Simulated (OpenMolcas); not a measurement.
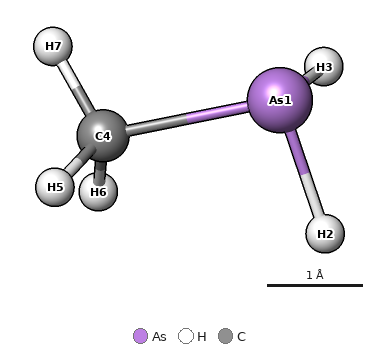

Fig. 1: The input geometry (ball-and-stick view, seen at a tilt; atoms are numbered from 1 in the order of the input). Bond lengths as drawn: As–C 1.97 Å, As–H 1.50 Å and C–H 1.09 Å.

**CH₅As: excited-state calculation (part 1 of 2)**

System: CH₅As, SMILES [H][As]([H])C.
Method: CASSCF/ANO-RCC-VDZ, DKH2 (OpenMolcas 26.06).

The geometry comes from this level: GFN2-xTB.

The input
```
* CH5As CASSCF
>>> EXPORT MOLCAS_PRINT=2

&GATEWAY
  Coord
  struct.xyz
  Basis
  ANO-RCC-VDZ
  Group
  NoSym

&SEWARD

&RASSCF
  FileOrb
  $CurrDir/step2.RasOrb
  Spin
  1
  Nactel
  2 0 0
  Inactive
  21
  Ras2
  2
  CIRoot
  2 2 1
  OrbListing
  Nothing

&RASSI
  NrOfJobIphs
  1 all
```

File struct.xyz
```
7

As     0.470100     0.789770     0.905630
H      1.694920     0.846210     0.038200
H     -0.135210     1.890010     0.080990
C     -0.382110    -0.666070    -0.119610
H      0.107030    -1.610710     0.117350
H     -0.325250    -0.500170    -1.193270
H     -1.429490    -0.749050     0.170720
```

Run on 1 thread of Arm Neoverse V1, 24 GiB of memory available, shared host.

Command:
```bash
export MOLCAS_MEM=1860
pymolcas step3.input > step3.log
```

Log
```
--- Start Module: gateway ---

                                              &GATEWAY

                       available to each process: 1.9 GB of memory, 1 thread

++    Symmetry information:
      ---------------------

                    Character Table for C1

                             E
                    a        1  x, y, xy, Rz, z, xz, Ry, yz, Rx, I
--

++    Basis set information:
      ----------------------

      Basis set label: AS.ANO-RCC...5S4P1D.

      Electronic valence basis set:
      ------------------
      Associated Effective Charge  33.000000 au
      Associated Actual Charge     33.000000 au
      Nuclear Model: Point charge

      Shell  nPrim  nBasis  Cartesian Spherical Contaminant
         s      20       5        X
         p      17       4        X
         d      11       1                 X

      Basis set label: H.ANO-RCC...2S.

      Electronic valence basis set:
      ------------------
      Associated Effective Charge   1.000000 au
      Associated Actual Charge      1.000000 au
      Nuclear Model: Point charge

      Shell  nPrim  nBasis  Cartesian Spherical Contaminant
         s       8       2        X

      Basis set label: C.ANO-RCC...3S2P.

      Electronic valence basis set:
      ------------------
      Associated Effective Charge   6.000000 au
      Associated Actual Charge      6.000000 au
      Nuclear Model: Point charge

      Shell  nPrim  nBasis  Cartesian Spherical Contaminant
         s      14       3        X
         p       9       2        X

      Basis set label: H.ANO-RCC...2S.

      Electronic valence basis set:
      ------------------
      Associated Effective Charge   1.000000 au
      Associated Actual Charge      1.000000 au
      Nuclear Model: Point charge

      Shell  nPrim  nBasis  Cartesian Spherical Contaminant
         s       8       2        X
--

++    Molecular structure info:
      -------------------------

                    ************************************************
                    **** Cartesian Coordinates / bohr, angstrom ****
                    ************************************************

     Center  Label                x              y              z                     x              y              z
        1      AS1              0.888360       1.492449       1.711393              0.470100       0.789770       0.905630
        2      H2               3.202935       1.599105       0.072188              1.694920       0.846210       0.038200
        3      H3              -0.255510       3.571601       0.153049             -0.135210       1.890010       0.080990
        4      C4              -0.722083      -1.258690      -0.226030             -0.382110      -0.666070      -0.119610
        5      H5               0.202257      -3.043801       0.221759              0.107030      -1.610710       0.117350
        6      H6              -0.614633      -0.945184      -2.254953             -0.325250      -0.500170      -1.193270
        7      H7              -2.701345      -1.415499       0.322614             -1.429490      -0.749050       0.170720

                    ***************************************
                    *    InterNuclear Distances / bohr    *
                    ***************************************

               1 AS1           2 H2            3 H3            4 C4            5 H5            6 H6
    1 AS1      0.000000
    2 H2       2.838243        0.000000
    3 H3       2.838970        3.982225        0.000000
    4 C4       3.730402        4.864328        4.867556        0.000000
    5 H5       4.823620        5.530191        6.631577        2.059500        0.000000
    6 H6       4.892131        5.144203        5.131159        2.055812        3.347478        0.000000
    7 H7       4.823987        6.634084        5.557160        2.059873        3.330532        3.349539

               7 H7
    7 H7       0.000000

                    *******************************************
                    *    InterNuclear Distances / angstrom    *
                    *******************************************

               1 AS1           2 H2            3 H3            4 C4            5 H5            6 H6
    1 AS1      0.000000
    2 H2       1.501934        0.000000
    3 H3       1.502318        2.107303        0.000000
    4 C4       1.974044        2.574092        2.575800        0.000000
    5 H5       2.552550        2.926451        3.509280        1.089841        0.000000
    6 H6       2.588804        2.722195        2.715293        1.087889        1.771409        0.000000
    7 H7       2.552744        3.510606        2.940723        1.090038        1.762441        1.772500

               7 H7
    7 H7       0.000000

                    **************************************
                    *    Valence Bond Angles / degree    *
                    **************************************
                          Atom centers                 Phi
                      2 H2       1 AS1      3 H3        89.09
                      5 H5       4 C4       6 H6       108.86
                      5 H5       4 C4       7 H7       107.90
                      6 H6       4 C4       7 H7       108.95
--

            Nuclear Potential Energy            110.16694993 au

--- Stop Module: gateway /rc=_RC_ALL_IS_WELL_ ---

--- Start Module: seward ---

                                              &SEWARD

                       available to each process: 1.9 GB of memory, 1 thread

               SEWARD will generate:
                  Multipole Moment integrals up to order  2
                  Kinetic Energy integrals
                  Nuclear Attraction integrals (point charge)
                  One-Electron Hamiltonian integrals
                  Velocity integrals
                  Relativistic Douglas-Kroll-Hess integrals:
                    - Parametrization         : EXP
                    - DKH order of Hamiltonian: 2
                    - DKH order of Properties : 0
                         - multipole moment operators
                         - electric potential operators
                         - contact operators
                  Orbital angular momentum around (  0.6277   1.0491   1.3485 )
                  Velocity quadrupole around (  0.6277   1.0491   1.3485 )
                  Atomic mean-field integrals
                  Two-Electron Repulsion integrals

                   Integrals are discarded if absolute value <: 1.00E-14
                   Integral cutoff threshold is set to       <: 1.00E-16

            Nuclear Potential Energy            110.16694993 au

      Basis set specifications :
      Symmetry species         a
      Basis functions           41

--- Stop Module: seward /rc=_RC_ALL_IS_WELL_ ---
--- Module seward spent 2 seconds ---

--- Start Module: rasscf ---

                                              &RASSCF

                       available to each process: 1.9 GB of memory, 1 thread

      Header of the ONEINT file:
      --------------------------

      OrdInt status: non-squared

      Cartesian coordinates in angstrom:
      -----------------------------------------------------
      No.  Label        X            Y            Z
      -----------------------------------------------------
       1   AS1        0.47010000   0.78977000   0.90563000
       2   H2         1.69492000   0.84621000   0.03820000
       3   H3        -0.13521000   1.89001000   0.08099000
       4   C4        -0.38211000  -0.66607000  -0.11961000
       5   H5         0.10703000  -1.61071000   0.11735000
       6   H6        -0.32525000  -0.50017000  -1.19327000
       7   H7        -1.42949000  -0.74905000   0.17072000
      -----------------------------------------------------
      Nuclear repulsion energy =  110.16694993

++    Wave function specifications:
      -----------------------------

      Number of closed shell electrons          42
      Number of electrons in active shells       2
      Max number of holes in RAS1 space          0
      Max nr of electrons in RAS3 space          0
      Number of inactive orbitals               21
      Number of active orbitals                  2
      Number of secondary orbitals              18
      Spin quantum number                      0.0
      State symmetry                             1
--

++    Orbital specifications:
      -----------------------

      Symmetry species                           1
                                                 a
      Frozen orbitals                            0
      Inactive orbitals                         21
      Active orbitals                            2
      RAS1 orbitals                              0
      RAS2 orbitals                              2
      RAS3 orbitals                              0
      Secondary orbitals                        18
      Deleted orbitals                           0
      Number of basis functions                 41
--

++    CI expansion specifications:
      ----------------------------

      Number of CSFs                             3
      Number of spin combinations                3
      Number of determinants                     4
      Number of root(s) required                 2
      Root chosen for geometry opt.              2
      CI roots used                              1     2
      weights                                0.500 0.500
      highest root included in the CI            2
      max. size of the explicit Hamiltonian      3
--

++    Optimization specifications:
      ----------------------------

      RASSCF algorithm: Conventional
      Maximum number of macro iterations       200
      Maximum number of SX iterations          100
      Threshold for RASSCF energy            1.000E-08
      Threshold for max MO rotation          1.000E-01
      Threshold for max BLB element          1.000E-04
      Level shift parameter                  5.000E-01
      Make Quasi-Newton update
--

      The MO-coefficients are taken from the file:
      step2.RasOrb
      Title: RASSCF average (pseudo-natural) orbitals

      Total molecular charge    0.00

      ************************************************************************************************************************
      *                                            Wave function control section                                             *
      ************************************************************************************************************************

                                         RASSCF iterations: Energy and convergence statistics
                                         ----------------------------------------------------

          iter iter root      energy       change     param      element    value   shift minimum  type update hh:mm:ss
 Nr of preliminary CI iterations:   1
      Total energies have been shifted. Add                -2000.00 au
        1   1    2    0  -299.55018766    0.00E+00  -9.62E-06   23  25 1  2.53E-06   0.26   0.00    SX    NO    0:00:00
        2   1    2    0  -299.55018766   -1.14E-10  -9.11E-06   23  25 1  2.40E-06   0.26   0.00    SX    NO    0:00:00
        3   1    2    0  -299.55018766   -7.14E-11  -8.62E-06   23  25 1  2.27E-06   0.26   0.00    SX    NO    0:00:00
        4   1    2    0  -299.55018766   -5.55E-11  -8.15E-06   23  25 1  2.15E-06   0.26   0.00    SX    NO    0:00:00
      Convergence after  4 iterations
        5   1    2    0  -299.55018766   -3.68E-11  -8.15E-06   23  25 1  2.03E-06   0.26   0.00    SX    NO    0:00:00

      ************************************************************************************************************************
                                                      Wave function printout:
                       occupation of active orbitals, and spin coupling of open shells (u,d: Spin up or down)
      ************************************************************************************************************************

      Note: transformation to natural orbitals
      has been made, which may change the order of the CSFs.

      printout of CI-coefficients larger than  0.05 for root  1
      energy=   -2299.671596
      conf/sym  11     Coeff  Weight
             1  20   0.99980 0.99960

      printout of CI-coefficients larger than  0.05 for root  2
      energy=   -2299.428779
      conf/sym  11     Coeff  Weight
             2  ud   1.00000 1.00000

      Natural orbitals and occupation numbers for root  1
      sym 1:   1.999198   0.000802

      Natural orbitals and occupation numbers for root  2
      sym 1:   1.001294   0.998706

      ************************************************************************************************************************
      *                                                    Final results                                                     *
      ************************************************************************************************************************

++    Final optimization conditions:
      ------------------------------
```
